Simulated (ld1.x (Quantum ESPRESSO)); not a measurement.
# A TM potential for copper, from input to tests

Aim: build the potential from the settings below, then test how well it stands in for the atom: other configurations, scattering, ghost states and the plane-wave cutoff that it needs.

Method: ld1.x (Quantum ESPRESSO) 7.5, PBEsol, scalar-relativistic.

### 1 The design

The settings as typed:

- element: copper (Cu, Z = 29)
- type: norm-conserving Troullier–Martins (Kleinman–Bylander form)
- frozen core: [Ar]
- valence charge: 11
- reference configuration: 3d10 4s1 4p0
- partial waves: 4s (bound): rc 2.40 bohr; 4p (bound, empty): rc 3.15 bohr; 3d (bound): rc 1.20 bohr
- local potential: the d channel
- core correction: a·sin(br)/r model core, default radius (core density twice the valence density)

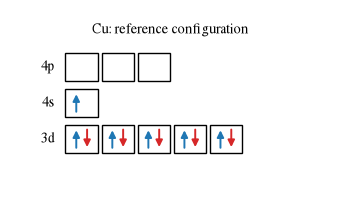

The outer shells as boxes. The arrows follow Hund's rule for the drawing; the calculation itself is spin-unpolarised.

An earlier all-electron run gives the scale for the radii.

All-electron outer shells of the reference configuration (PBEsol, scalar-relativistic, ld1.x):

| shell | level (eV) | outermost node (bohr) | outermost maximum (bohr) |
| --- | --- | --- | --- |
| 3s | -114.40 | 0.29 | 0.61 |
| 3p | -72.00 | 0.26 | 0.62 |
| 3d | -5.06 | – | 0.60 |
| 4s | -4.61 | 0.89 | 2.27 |
| 4p | -0.64 | 0.98 | 3.56 |

### 2 Generating the potential

Cu.in

```
 &input
   title='Cu', zed=29., rel=1, dft='PBESOL', iswitch=3,
   config='[Ar] 3d10 4s1 4p0',
   nld=3, rlderiv=3.40, eminld=-2.0, emaxld=5.0, deld=0.02
 /
 &inputp
   pseudotype=2, tm=.true., lloc=2,
   nlcc=.true.,
   file_pseudopw='Cu.UPF', file_wfcaegen='ae.wfc', file_wfcncgen='nc.wfc', file_beta='beta', file_chi='chi'
 /
3
4S  1  0   1.00   0.00  2.40  2.40  0.0
4P  2  1   0.00   0.00  3.15  3.15  0.0
3D  3  2  10.00   0.00  1.20  1.20  0.0
 &test
   configts(1)='3d10 4s1 4p0'
 /
```

Started as:

```bash
$ ld1.x < Cu.in > Cu.out
```

Output in Cu.out (without the banner and most projector matrices):

```text
     Program LD1 v.7.5
     --------------------------- All-electron run ----------------------------

     Cu
     scalar relativistic calculation

     atomic number is 29.00
     dft =PBESOL   lsd =0 sic =0 latt =0  beta=0.20 tr2=1.0E-14
     Exchange-correlation= PBESOL
                           (   1   4  10   8   0   0   0)
     mesh =1199 r(mesh) = 100.25372 a.u. xmin = -7.00 dx = 0.01250
     1 Ry =  13.60569312 eV, c = 137.03599908

     n l     nl                  e(Ry)          e(Ha)          e(eV)
     1 0     1S 1( 2.00)      -649.9468      -324.9734     -8842.9766
     2 0     2S 1( 2.00)       -78.0149       -39.0075     -1061.4470
     2 1     2P 1( 6.00)       -67.3559       -33.6780      -916.4237
     3 0     3S 1( 2.00)        -8.4085        -4.2043      -114.4036
     3 1     3P 1( 6.00)        -5.2918        -2.6459       -71.9983
     3 2     3D 1(10.00)        -0.3718        -0.1859        -5.0588
     4 0     4S 1( 1.00)        -0.3387        -0.1693        -4.6077
     4 1     4P 1( 0.00)        -0.0467        -0.0234        -0.6357

     final scf error:  5.2E-16 reached in  26 iterations

     Etot =   -3306.982469 Ry,   -1653.491235 Ha,  -44993.788637 eV

     Ekin =    3355.815935 Ry,    1677.907968 Ha,   45658.201794 eV
     Encl =   -7965.901212 Ry,   -3982.950606 Ha, -108381.607342 eV
     Eh   =    1435.403959 Ry,     717.701980 Ha,   19529.665780 eV
     Exc  =    -132.301152 Ry,     -66.150576 Ha,   -1800.048868 eV

     normalization and overlap integrals

     s(1S/1S) =  1.000000  <r> =   0.0522  <r2> =    0.0037  r(max) =   0.0341
     s(2S/2S) =  1.000000  <r> =   0.2354  <r2> =    0.0654  r(max) =   0.1960
     s(2P/2P) =  1.000000  <r> =   0.2065  <r2> =    0.0523  r(max) =   0.1585
     s(3S/3S) =  1.000000  <r> =   0.7125  <r2> =    0.5874  r(max) =   0.6112
     s(3P/3P) =  1.000000  <r> =   0.7499  <r2> =    0.6661  r(max) =   0.6189
     s(3D/3D) =  1.000000  <r> =   1.0471  <r2> =    1.5726  r(max) =   0.6036
     s(4S/4S) =  1.000000  <r> =   2.9162  <r2> =   10.0616  r(max) =   2.2710
     s(4P/4P) =  1.000000  <r> =   5.1813  <r2> =   33.7497  r(max) =   3.5616

     ------------------------ End of All-electron run ------------------------

     --------------------- Generating NC pseudopotential ---------------------

      Generating local pot.: lloc=2, matching radius rcloc =   1.2000

      Computing core charge for nlcc:

       r > 0.36 : true rho core
       r < 0.36 : rho core = a sin(br)/r    a=  46.94  b=   6.61

      Integrated core pseudo-charge :  10.72

      Wfc   4S  rcut= 2.417  Using Troullier-Martins method

      Wfc   4P  rcut= 3.183  Using Troullier-Martins method

     ------------------- End of pseudopotential generation -------------------

     [... the all-electron block is printed once more ...]


     Computing logarithmic derivative in   3.40919

       Warning: n=1, l=0 expected 0 nodes, found 1
       Setting wfc to zero for this iteration
       (This warning will only be printed once per wavefunction)

     Computing logarithmic derivative in   3.40919
     Computing the partial wave expansion
     R is outside the sphere for l=    0 j= 0.00
     R is outside the sphere for l=    1 j= 0.00
       no projector for channel:   2

     ---------------------- Testing the pseudopotential ----------------------

     Cu
     scalar relativistic calculation

     atomic number is 29.00   valence charge is 11.00
     dft =PBESOL   lsd =0 sic =0 latt =0  beta=0.20 tr2=1.0E-14
     mesh =1199 r(mesh) = 100.25372 xmin = -7.00 dx = 0.01250

     n l     nl             e AE (Ry)        e PS (Ry)    De AE-PS (Ry)
     3 2     3D   1(10.00)       -0.37181       -0.37182        0.00001
     1 0     4S   1( 1.00)       -0.33866       -0.33866        0.00000
     2 1     4P   1( 0.00)       -0.04672       -0.04672       -0.00000

     eps = 4.5E-15  iter = 30

     Etot =   -3306.982469 Ry,   -1653.491235 Ha,  -44993.788637 eV
     Etotps =  -125.352275 Ry,     -62.676138 Ha,   -1705.504589 eV

     Ekin =     150.640305 Ry,      75.320153 Ha,    2049.565768 eV
     Encl =    -326.230481 Ry,    -163.115240 Ha,   -4438.591811 eV
     Ehrt =      98.165544 Ry,      49.082772 Ha,    1335.610266 eV
     Ecxc =     -48.424911 Ry,     -24.212456 Ha,    -658.854483 eV
     (Ecc =     -25.552749 Ry,     -12.776374 Ha,    -347.662857 eV)
     Epseu=       0.497268 Ry,       0.248634 Ha,       6.765671 eV

     ---------------------- End of pseudopotential test ----------------------
```

Run time: 4 s. Hardware: 1 thread of AMD EPYC 7R43, shared host. This counts the later configuration tests of the new file too.

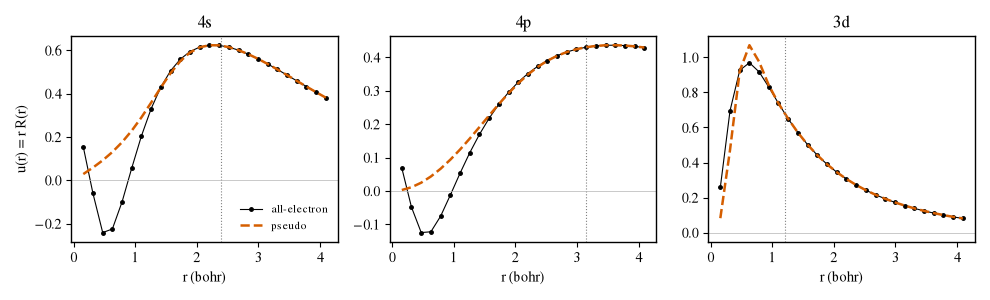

All-electron and pseudo partial waves (4s, 4p, 3d), with the matching radii dotted. The curves join 26 sampled radii, too few to resolve the innermost nodes.

### 3 Transferability test

Cu.test.in

```
 &input
   title='Cu', zed=29., rel=1, dft='PBESOL', iswitch=2,
   config='[Ar] 3d10 4s1 4p0'
 /
 &test
   file_pseudo='Cu.UPF', nconf=8,
   configts(1)='3d10 4s1 4p0',
   configts(2)='3d10 4s0 4p0',
   configts(3)='3d9 4s0 4p0',
   configts(4)='3d8 4s0 4p0',
   configts(5)='3d9 4s1 4p0',
   configts(6)='3d7 4s0 4p0',
   configts(7)='3d10 4s0.5 4p0',
   configts(8)='3d9 4s1 4p1'
 /
```

Started as:

```bash
$ ld1.x < Cu.test.in > Cu.test.out
```

Cu.test.out, the pseudopotential blocks, each with the warnings that came before it:

```text
     Warning: n=1, l=0 expected 0 nodes, found 1
     ---------------------- Testing the pseudopotential ----------------------

     Cu
     scalar relativistic calculation

     atomic number is 29.00   valence charge is 11.00
     dft =PBESOL   lsd =0 sic =0 latt =0  beta=0.20 tr2=1.0E-14
     mesh =1199 r(mesh) = 100.25372 xmin = -7.00 dx = 0.01250

     n l     nl             e AE (Ry)        e PS (Ry)    De AE-PS (Ry)
     3 2     3D   1(10.00)       -0.37181       -0.37182        0.00001
     1 0     4S   1( 1.00)       -0.33866       -0.33866        0.00000
     2 1     4P   1( 0.00)       -0.04672       -0.04672       -0.00000

     eps = 8.6E-15  iter = 39

     Etot =   -3306.982469 Ry,   -1653.491235 Ha,  -44993.788637 eV
     Etotps =  -125.352277 Ry,     -62.676139 Ha,   -1705.504614 eV

     Ekin =     150.640302 Ry,      75.320151 Ha,    2049.565720 eV
     Encl =    -326.230480 Ry,    -163.115240 Ha,   -4438.591799 eV
     Ehrt =      98.165545 Ry,      49.082772 Ha,    1335.610276 eV
     Ecxc =     -48.424911 Ry,     -24.212456 Ha,    -658.854483 eV
     (Ecc =     -25.552749 Ry,     -12.776374 Ha,    -347.662857 eV)
     Epseu=       0.497268 Ry,       0.248634 Ha,       6.765672 eV

     ---------------------- End of pseudopotential test ----------------------

     ---------------------- Testing the pseudopotential ----------------------

     Cu
     scalar relativistic calculation

     atomic number is 29.00   valence charge is 11.00
     dft =PBESOL   lsd =0 sic =0 latt =0  beta=0.20 tr2=1.0E-14
     mesh =1199 r(mesh) = 100.25372 xmin = -7.00 dx = 0.01250

     n l     nl             e AE (Ry)        e PS (Ry)    De AE-PS (Ry)
     3 2     3D   1(10.00)       -1.00265       -1.00064       -0.00201
     1 0     4S   1( 0.00)       -0.86543       -0.86812        0.00269
     2 1     4P   1( 0.00)       -0.46986       -0.47213        0.00228

     eps = 4.0E-15  iter = 17

     Etot =   -3306.386894 Ry,   -1653.193447 Ha,  -44985.685432 eV
     Etotps =  -124.755618 Ry,     -62.377809 Ha,   -1697.386649 eV
     dEtot_ae =       0.595575 Ry
     dEtot_ps =       0.596659 Ry,   Delta E=      -0.001085 Ry

     Ekin =     152.106057 Ry,      76.053028 Ha,    2069.508331 eV
     Encl =    -320.199079 Ry,    -160.099539 Ha,   -4356.530400 eV
     Ehrt =      91.503461 Ry,      45.751731 Ha,    1244.968010 eV
     Ecxc =     -48.166057 Ry,     -24.083028 Ha,    -655.332590 eV
     (Ecc =     -25.552749 Ry,     -12.776374 Ha,    -347.662857 eV)

     ---------------------- End of pseudopotential test ----------------------

     Warning: n=2, l=1 expected 0 nodes, found 1
     ---------------------- Testing the pseudopotential ----------------------

     Cu
     scalar relativistic calculation

     atomic number is 29.00   valence charge is 11.00
     dft =PBESOL   lsd =0 sic =0 latt =0  beta=0.20 tr2=1.0E-14
     mesh =1199 r(mesh) = 100.25372 xmin = -7.00 dx = 0.01250

     n l     nl             e AE (Ry)        e PS (Ry)    De AE-PS (Ry)
     3 2     3D   1( 9.00)       -2.17590       -2.19037        0.01447  !
     1 0     4S   1( 0.00)       -1.62772       -1.63457        0.00685  !
     2 1     4P   1( 0.00)       -1.11166       -1.39823        0.28656  !

     eps = 2.6E-15  iter = 12

     Etot =   -3304.820424 Ry,   -1652.410212 Ha,  -44964.372515 eV
     Etotps =  -123.185025 Ry,     -61.592512 Ha,   -1676.017647 eV
     dEtot_ae =       2.162045 Ry
     dEtot_ps =       2.167252 Ry,   Delta E=      -0.005207 Ry

     Ekin =     148.909367 Ry,      74.454683 Ha,    2026.015144 eV
     Encl =    -305.010023 Ry,    -152.505012 Ha,   -4149.872775 eV
     Ehrt =      79.988427 Ry,      39.994214 Ha,    1088.297993 eV
     Ecxc =     -47.072795 Ry,     -23.536398 Ha,    -640.458009 eV
     (Ecc =     -25.552749 Ry,     -12.776374 Ha,    -347.662857 eV)

     ---------------------- End of pseudopotential test ----------------------

     ---------------------- Testing the pseudopotential ----------------------

     Cu
     scalar relativistic calculation

     atomic number is 29.00   valence charge is 11.00
     dft =PBESOL   lsd =0 sic =0 latt =0  beta=0.20 tr2=1.0E-14
     mesh =1199 r(mesh) = 100.25372 xmin = -7.00 dx = 0.01250

     n l     nl             e AE (Ry)        e PS (Ry)    De AE-PS (Ry)
     3 2     3D   1( 8.00)       -3.59268       -3.65415        0.06148  !
     1 0     4S   1( 0.00)       -2.51736       -2.99976        0.48240  !
     2 1     4P   1( 0.00)       -1.89446       -1.89446        0.00000

     eps = 8.2E-15  iter = 12

     Etot =   -3301.954541 Ry,   -1650.977271 Ha,  -44925.380194 eV
     Etotps =  -120.283701 Ry,     -60.141851 Ha,   -1636.543127 eV
     dEtot_ae =       5.027928 Ry
     dEtot_ps =       5.068576 Ry,   Delta E=      -0.040648 Ry

     Ekin =     142.981218 Ry,      71.490609 Ha,    1945.358574 eV
     Encl =    -284.987502 Ry,    -142.493751 Ha,   -3877.452502 eV
     Ehrt =      67.293541 Ry,      33.646770 Ha,     915.575266 eV
     Ecxc =     -45.570958 Ry,     -22.785479 Ha,    -620.024465 eV
     (Ecc =     -25.552749 Ry,     -12.776374 Ha,    -347.662857 eV)

     ---------------------- End of pseudopotential test ----------------------

     ---------------------- Testing the pseudopotential ----------------------

     Cu
     scalar relativistic calculation

     atomic number is 29.00   valence charge is 11.00
     dft =PBESOL   lsd =0 sic =0 latt =0  beta=0.20 tr2=1.0E-14
     mesh =1199 r(mesh) = 100.25372 xmin = -7.00 dx = 0.01250

     n l     nl             e AE (Ry)        e PS (Ry)    De AE-PS (Ry)
     3 2     3D   1( 9.00)       -1.38821       -1.39764        0.00943  !
     1 0     4S   1( 1.00)       -0.99845       -0.99658       -0.00187
     2 1     4P   1( 0.00)       -0.56024       -0.56641        0.00616  !

     eps = 8.9E-15  iter = 12

     Etot =   -3306.129453 Ry,   -1653.064727 Ha,  -44982.182763 eV
     Etotps =  -124.495683 Ry,     -62.247841 Ha,   -1693.850052 eV
     dEtot_ae =       0.853016 Ry
     dEtot_ps =       0.856595 Ry,   Delta E=      -0.003579 Ry

     Ekin =     147.474384 Ry,      73.737192 Ha,    2006.491215 eV
     Encl =    -312.945123 Ry,    -156.472561 Ha,   -4257.835305 eV
     Ehrt =      87.575937 Ry,      43.787969 Ha,    1191.531326 eV
     Ecxc =     -47.464612 Ry,     -23.732306 Ha,    -645.788940 eV
     (Ecc =     -25.552749 Ry,     -12.776374 Ha,    -347.662857 eV)
     Epseu=       0.863731 Ry,       0.431865 Ha,      11.751652 eV

     ---------------------- End of pseudopotential test ----------------------

     ---------------------- Testing the pseudopotential ----------------------

     Cu
     scalar relativistic calculation

     atomic number is 29.00   valence charge is 11.00
     dft =PBESOL   lsd =0 sic =0 latt =0  beta=0.20 tr2=1.0E-14
     mesh =1199 r(mesh) = 100.25372 xmin = -7.00 dx = 0.01250

     n l     nl             e AE (Ry)        e PS (Ry)    De AE-PS (Ry)
     3 2     3D   1( 7.00)       -5.21100       -5.35042        0.13942  !
     1 0     4S   1( 0.00)       -3.51383       -3.51383        0.00000
     2 1     4P   1( 0.00)       -2.79501       -2.79501        0.00000

     eps = 9.6E-15  iter = 13

     Etot =   -3297.568566 Ry,   -1648.784283 Ha,  -44865.705963 eV
     Etotps =  -115.799256 Ry,     -57.899628 Ha,   -1575.529139 eV
     dEtot_ae =       9.413903 Ry
     dEtot_ps =       9.553021 Ry,   Delta E=      -0.139118 Ry

     Ekin =     134.138787 Ry,      67.069394 Ha,    1825.051177 eV
     Encl =    -260.519557 Ry,    -130.259778 Ha,   -3544.549144 eV
     Ehrt =      54.296445 Ry,      27.148223 Ha,     738.740775 eV
     Ecxc =     -43.714932 Ry,     -21.857466 Ha,    -594.771947 eV
     (Ecc =     -25.552749 Ry,     -12.776374 Ha,    -347.662857 eV)

     ---------------------- End of pseudopotential test ----------------------

     ---------------------- Testing the pseudopotential ----------------------

     Cu
     scalar relativistic calculation

     atomic number is 29.00   valence charge is 11.00
     dft =PBESOL   lsd =0 sic =0 latt =0  beta=0.20 tr2=1.0E-14
     mesh =1199 r(mesh) = 100.25372 xmin = -7.00 dx = 0.01250

     n l     nl             e AE (Ry)        e PS (Ry)    De AE-PS (Ry)
     3 2     3D   1(10.00)       -0.67206       -0.67085       -0.00121
     1 0     4S   1( 0.50)       -0.59247       -0.59333        0.00086
     2 1     4P   1( 0.00)       -0.24447       -0.24504        0.00056

     eps = 4.3E-15  iter = 21

     Etot =   -3306.750637 Ry,   -1653.375319 Ha,  -44990.634404 eV
     Etotps =  -125.120237 Ry,     -62.560119 Ha,   -1702.347554 eV
     dEtot_ae =       0.231832 Ry
     dEtot_ps =       0.232040 Ry,   Delta E=      -0.000208 Ry

     Ekin =     151.296515 Ry,      75.648258 Ha,    2058.493957 eV
     Encl =    -323.341419 Ry,    -161.670710 Ha,   -4399.284124 eV
     Ehrt =      94.927922 Ry,      47.463961 Ha,    1291.560169 eV
     Ecxc =     -48.296360 Ry,     -24.148180 Ha,    -657.105457 eV
     (Ecc =     -25.552749 Ry,     -12.776374 Ha,    -347.662857 eV)
     Epseu=       0.293105 Ry,       0.146553 Ha,       3.987902 eV

     ---------------------- End of pseudopotential test ----------------------

     ---------------------- Testing the pseudopotential ----------------------

     Cu
     scalar relativistic calculation

     atomic number is 29.00   valence charge is 11.00
     dft =PBESOL   lsd =0 sic =0 latt =0  beta=0.20 tr2=1.0E-14
     mesh =1199 r(mesh) = 100.25372 xmin = -7.00 dx = 0.01250

     n l     nl             e AE (Ry)        e PS (Ry)    De AE-PS (Ry)
     3 2     3D   1( 9.00)       -0.85280       -0.86627        0.01346  !
     1 0     4S   1( 1.00)       -0.52567       -0.52416       -0.00151
     2 1     4P   1( 1.00)       -0.15459       -0.15323       -0.00137

     eps = 5.9E-16  iter = 17

     Etot =   -3306.478047 Ry,   -1653.239023 Ha,  -44986.925620 eV
     Etotps =  -124.842130 Ry,     -62.421065 Ha,   -1698.563710 eV
     dEtot_ae =       0.504422 Ry
     dEtot_ps =       0.510147 Ry,   Delta E=      -0.005725 Ry

     Ekin =     147.446292 Ry,      73.723146 Ha,    2006.108998 eV
     Encl =    -318.561453 Ry,    -159.280726 Ha,   -4334.249366 eV
     Ehrt =      93.117290 Ry,      46.558645 Ha,    1266.925276 eV
     Ecxc =     -47.725075 Ry,     -23.862537 Ha,    -649.332723 eV
     (Ecc =     -25.552749 Ry,     -12.776374 Ha,    -347.662857 eV)
     Epseu=       0.880815 Ry,       0.440408 Ha,      11.984105 eV

     ---------------------- End of pseudopotential test ----------------------
```

Excitation and ionisation energies from 3d10 4s1 4p0, with the error of the potential. A star marks tests that logged a warning.

```tsv
valence configuration	charge	ΔE all-electron (eV)	error AE − PS (meV)
3d10 4s0 4p0	+1	8.103	-15
3d9 4s0 4p0 *	+2	29.416	-71
3d8 4s0 4p0	+3	68.408	-553
3d9 4s1 4p0	+1	11.606	-49
3d7 4s0 4p0	+4	128.083	-1893
3d10 4s0.5 4p0	+0.5	3.154	-2.8
3d9 4s1 4p1	0	6.863	-78
```

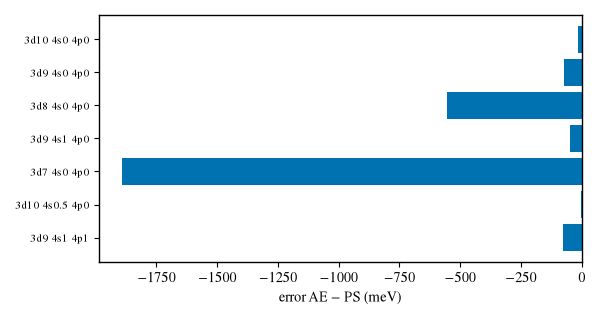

Error of the potential in each test configuration.

### 4 Does it scatter like the atom?

Taken from the files of the generation run. The phase is arctan(r·u′/u) with u = r·R, unwrapped, with energies in Ry. A pole is an energy at which the radial function vanishes at the test radius. The pseudo phase is shifted by a multiple of π to meet the all-electron one at the reference energy. Levels narrower than the energy grid can be missing from the poles. The last column is the largest difference on the grid between −1 and +1 Ry.

| channel | radius (bohr) | reference (Ry) | poles AE | poles PS | window around the reference with phases within 0.05 rad (Ry) | largest difference near zero (rad) |
| --- | --- | --- | --- | --- | --- | --- |
| s | 3.41 | -0.34 | 0.18, 4.21 | 0.18, 2.96 | below 1.2 | 0.016 |
| p | 3.41 | -0.05 | 0.91 | 0.89, 4.41 | below 1.9 | 0.004 |
| d | 3.41 | -0.37 | -0.34, 2.25 | -0.34, 2.29 | below 3.6 | 0.026 |

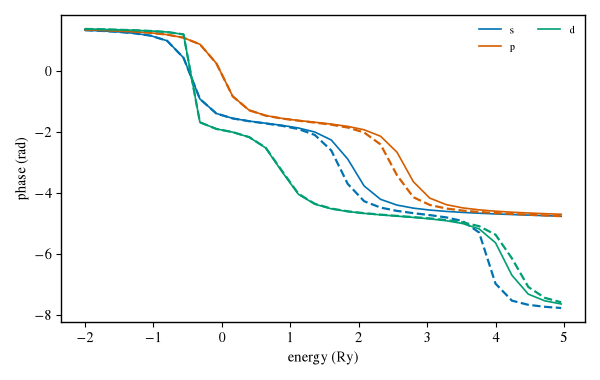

All-electron (solid) and pseudo (dashed) phases against energy.

### 5 Plane-wave convergence, by spherical Bessel functions

A separate test, outside the generator: the pseudo-atom's Hamiltonian at the reference potential is diagonalised in spherical Bessel functions j_l(qr) that vanish at 20 bohr, with q² up to the cutoff.

All-electron valence levels (Ry): 4s -0.3387, 4p -0.0467, 3d -0.3718. The lowest levels of each channel (Ry) by cutoff; the last column sums, over occupied levels, occupation times the distance from the level at 400 Ry. A positive value at high cutoff is not a bound level.

```csv
cutoff (Ry),s #1,s #2,p #1,p #2,d #1,f #1,Σ f·Δε (mRy)
8,-0.6236,-0.3330,-0.0466,0.0560,0.0645,0.1127,4369.3
18,-10.1433,-0.3378,-0.0466,0.0560,0.0644,0.1127,4363.5
35,-17.6124,-0.3386,-3.5876,-0.0466,0.0643,0.1127,4361.5
55,-21.0598,-0.3387,-6.9911,-0.0466,0.0639,0.1127,4356.7
90,-22.5247,-0.3387,-9.2210,-0.0466,-0.1413,0.1127,2305.0
140,-22.6536,-0.3387,-9.6412,-0.0466,-0.3641,0.1127,76.9
180,-22.6555,-0.3387,-9.6479,-0.0466,-0.3715,0.1127,3.4
230,-22.6580,-0.3387,-9.6493,-0.0466,-0.3716,0.1127,2.5
300,-22.6586,-0.3387,-9.6500,-0.0466,-0.3718,0.1127,0.7
400,-22.6587,-0.3387,-9.6501,-0.0466,-0.3718,0.1127,0.0
```

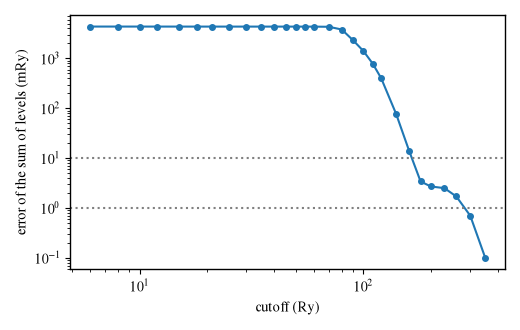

Occupation-weighted error of the valence levels against the cutoff; the dotted lines mark 10 and 1 mRy.

The sum stays within 10 mRy from 180 Ry and within 1 mRy from 300 Ry. The sum leaves out empty levels, which can need more. Ghost test: ghost states, bound below the all-electron valence or empty levels of the same l: s at -308.3 eV, p at -131.3 eV.

### 6 Outcome

```
                                                quantity                             value
               cutoffs for 10 and 1 mRy, occupied levels                 180 Ry and 300 Ry
                                            bound ghosts  s at -308.29 eV, p at -131.30 eV
                            largest test error (AE − PS)        -1893 meV, for 3d7 4s0 4p0
largest phase difference near zero energy, channels read                         0.026 rad
```

In words: A bound ghost (s, p) makes it unfit for use: electrons can fall into a state that the atom doesn't have. The worst unpolarised test, 3d7 4s0 4p0, is off by 1893 meV on 128.1 eV; by total energies transferability rates as poor. That test lies far up in energy; among those under 40 eV, nearer to bonding, the largest error is 78 meV. It counts as very hard, with 180 Ry needed at the looser tolerance. The slowest occupied level is 3d: taken alone it needs 180 Ry to come within 1 mRy, against 18 Ry for 4s. Near zero energy the phases of the channels with partial waves agree within 0.026 rad. All of this concerns the isolated atom, not yet a solid.
